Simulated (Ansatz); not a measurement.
**GeSi4 (charge −1, doublet): density, localisation and related maps**

Input file:

```
crystal:
  periodic: [false, false, false]
  atoms:
    - {symbol: Si, position_ang: [1.129843, -0.421869, -1.083002]}
    - {symbol: Si, position_ang: [0.020087, 1.482191, 0.655813]}
    - {symbol: Si, position_ang: [-1.189814, -1.035227, 0.374230]}
    - {symbol: Si, position_ang: [-0.971315, 0.611032, -1.288897]}
    - {symbol: Ge, position_ang: [1.011189, -0.636117, 1.341856]}
basis:
  gaussian: {orbitals: def2-TZVPD, initial_orbitals: start.molden}
total_charge: -1
magnetization: {spin_polarized: true, initial_magnetization: 1}
hamiltonian: {xc: pbe0, dispersion: d4}
scf: {omitted_lower_state_checks: [starts]}
output: {orbitals: {seedname: orbitals}}
```

Launched as:

```sh
ansatz run in.yaml --threads 4 --pin off --events-out ev --progress --plain --max-ram 4787MiB
```

Geometry: B3LYP-D4/def2-SVPD.

Theory: UKS PBE0-D4/def2-TZVPD (Ansatz 0.2.0).

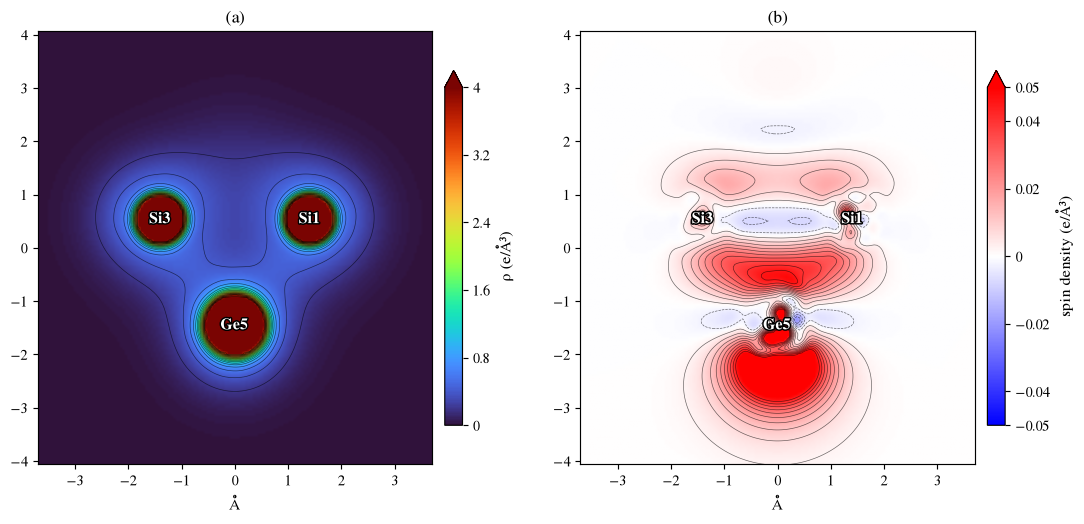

Figure 1. (a) electron density; (b) spin density (α minus β) on the plane of atoms Si1, Ge5 and Si3.

What do the fields say about this system?

Answer.
- The section cuts through Si and Ge sites.
- Si–Ge (2.44 Å): ρ is about 0.44 e/Å³ halfway.
- The unpaired spin (1 electron) lies mostly on Si4 (about 0.5) and Ge5 (about 0.4), in electrons by Hirshfeld's partition.

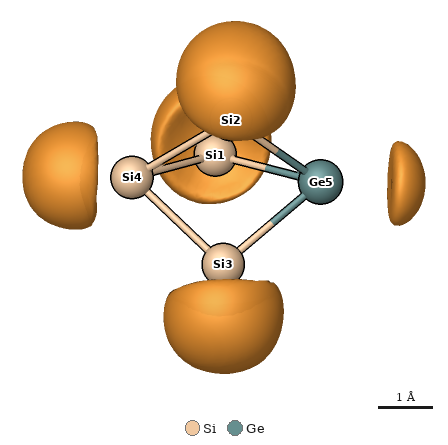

Figure 2. Isosurface of the electron localisation function at 0.85 (orange), seen at a tilt. Core shells and regions of very low density are left out.

Identify the bonds, lone pairs and shells in this picture.

Answer. The ELF exceeds this value in one lobe on Ge, pointing away from the bonds (non-bonding electrons) and four lobes on Si, pointing away from the bonds (non-bonding electrons).


Si–Si (2.35 Å): the ELF peaks at about 0.75 between the atoms: a shared electron pair. Si–Ge (2.44 Å): the ELF peaks at about 0.70 in the valence shell of Si, 1.0 Å from its nucleus, and is about 0.65 at the midpoint.

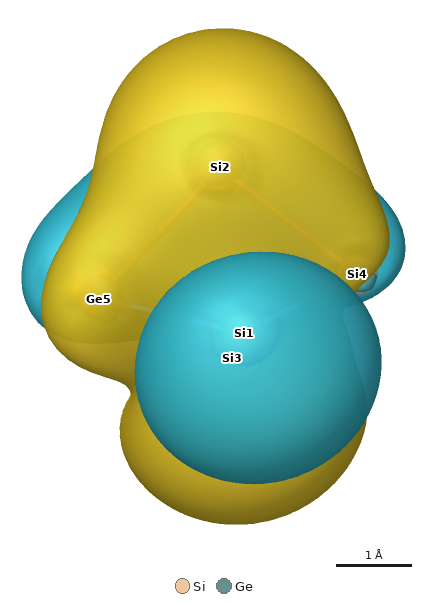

Figure 3. The HOMO (β) at ±0.05 Å⁻³ᐟ² (yellow and cyan are the two phases), seen at an oblique angle.

Where does this orbital lie, and at what energy?

Answer. It lies mainly on Si1 (about 25 %), Si2 (about 25 %), Si3 (about 25 %), Ge5 (about 10 %) and Si4 (about 10 %). It is one of a degenerate set, so its orientation is arbitrary. Its energy is −1.67 eV.
